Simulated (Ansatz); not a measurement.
**CFSe (doublet): density, localisation and related maps**

Input

```
crystal:
  periodic: [false, false, false]
  atoms:
    - symbol: C
      position_ang: [-3.072494, -1.143014, 1.580030]
    - symbol: F
      position_ang: [-1.810730, 1.401733, 0.627929]
    - symbol: Se
      position_ang: [-3.326132, 0.432878, 0.893219]
basis:
  gaussian: {orbitals: def2-TZVPD}
output: {forces: true, orbitals: {seedname: orbitals}}
hamiltonian: {xc: {name: PBE0}}
magnetization: {spin_polarized: true, initial_magnetization: 1}
```

Run with:

```sh
ansatz run input.yaml --threads 1 --pin off --max-ram 2610MiB --events-out events.jsonl --progress --plain --runs-dir runs
```

Geometry: r2SCAN-D4/def2-SVP.

Method: isolated molecule in a Gaussian basis; Kohn-Sham density functional theory, functional PBE0 (Ansatz).

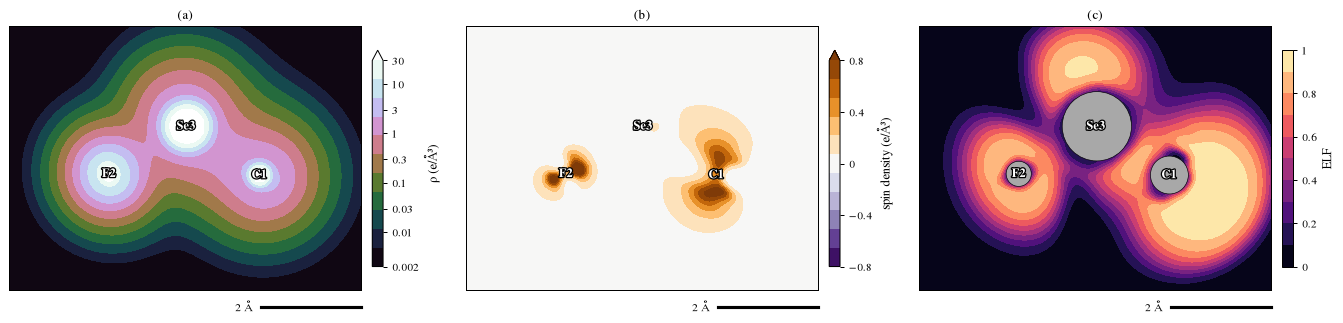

Figure 1. (a) electron density; (b) spin density; (c) ELF on the molecular plane. Grey discs cover the atomic cores in the ELF map.

Q: Interpret the plot.

A: The plane passes through C, F and Se nuclei.
C–Se (1.74 Å): ρ is about 1.4 e/Å³ halfway; the ELF peaks at about 0.85 between the atoms; a covalent bond.
Se–F (1.82 Å): the density is about 0.96 e/Å³ at the midpoint; the ELF peaks at about 0.80 in the valence shell of F, 0.5 Å from its nucleus, and is about 0.45 at the midpoint.
The ELF also peaks beside F2, C1 and Se3, away from the bonds: non-bonding electrons, paired or unpaired.
The unpaired spin (1 electron) lies mostly on C1 (about 0.7), Se3 (about 0.2) and F2 (about 0.1), in electrons by Hirshfeld's partition.

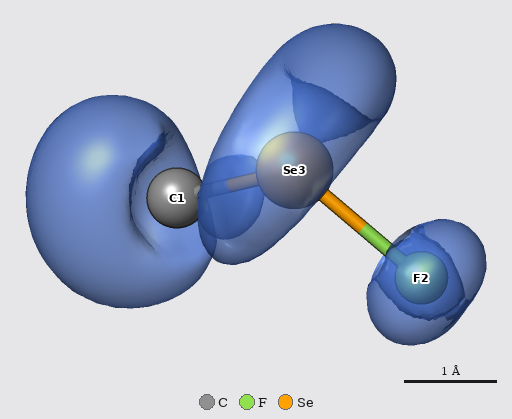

Figure 2. Isosurface of the ELF at 0.8 (blue), seen at an oblique angle. Core shells and regions of very low density are left out.

Q: Where are the electrons localised?

A: The surface consists of one region between bonded C–Se atoms (shared pairs), one lobe on C, pointing away from the bonds (non-bonding electrons), one lobe on Se, pointing away from the bonds (non-bonding electrons, which may merge into one lobe) and one region wrapped around F (its lone pairs, merged into a ring or cap).

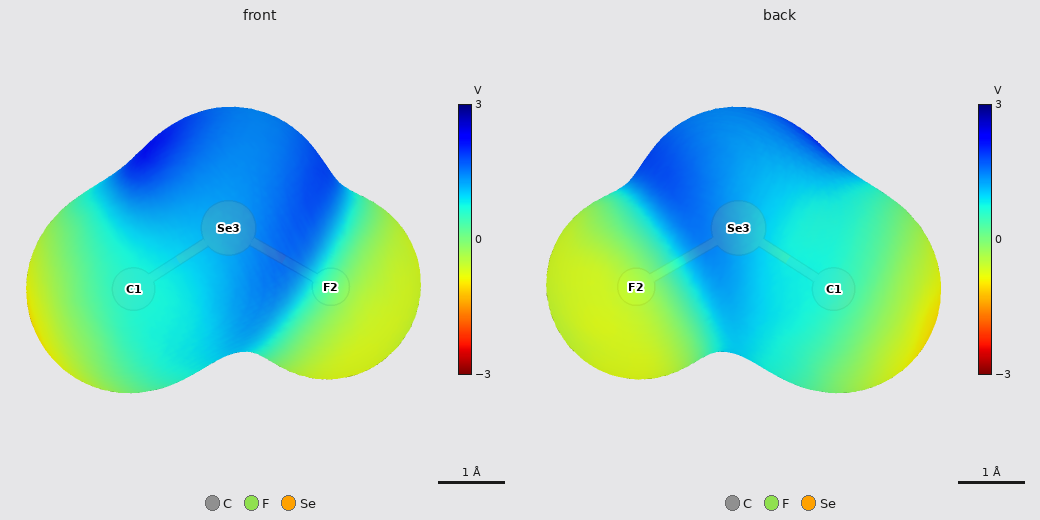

Figure 3. The electrostatic potential painted on the density surface at 0.004 e/bohr³, seen from the front and from behind; red is negative and blue positive.

Q: Which sites attract a positive test charge, and which a negative one?

A: A positive charge is drawn to the negative regions and a negative charge to the positive ones. The most negative region (about −1.0 V) lies over C1, the most positive (about +2.1 V) over Se3.

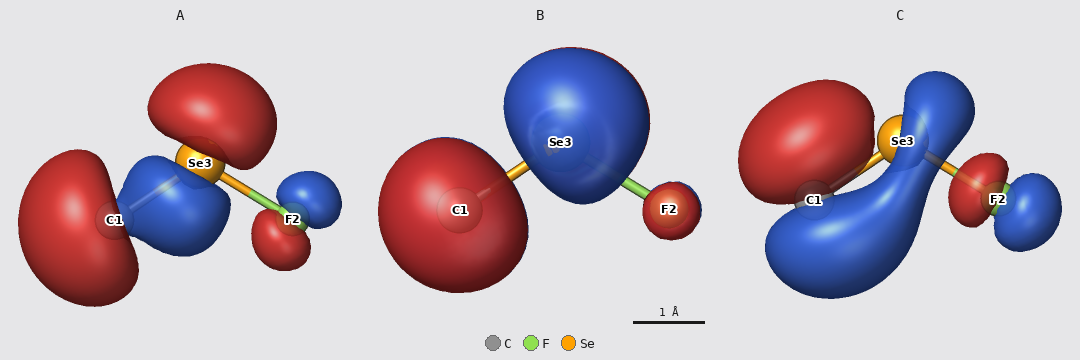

Figure 4. Three frontier orbitals at ±0.1 Å⁻³ᐟ² (red and blue are the two phases), in no order.

Q: Which picture is the HOMO−1, the HOMO and the LUMO? All are α orbitals.

A: A is the HOMO−1 (α) (−9.10 eV). It lies mainly on C1 (about 60 %), Se3 (about 35 %) and F2 (about 5 %); it is symmetric in the molecular plane (an in-plane orbital: σ, lone-pair or in-plane π type). C is the HOMO (α) (−8.57 eV). By Hirshfeld shares it lies mainly on C1 (about 60 %), Se3 (about 25 %) and F2 (about 15 %); it is symmetric in the molecular plane (an in-plane orbital: σ, lone-pair or in-plane π type). B is the LUMO (α) (−3.19 eV). By Hirshfeld shares it lies mainly on C1 (about 55 %) and Se3 (about 40 %); it changes sign across the molecular plane (π type); π-antibonding (a node) across C1–Se3.

Q: What is the gap between the highest occupied and lowest empty α orbitals?

A: 5.38 eV between the orbital energies.
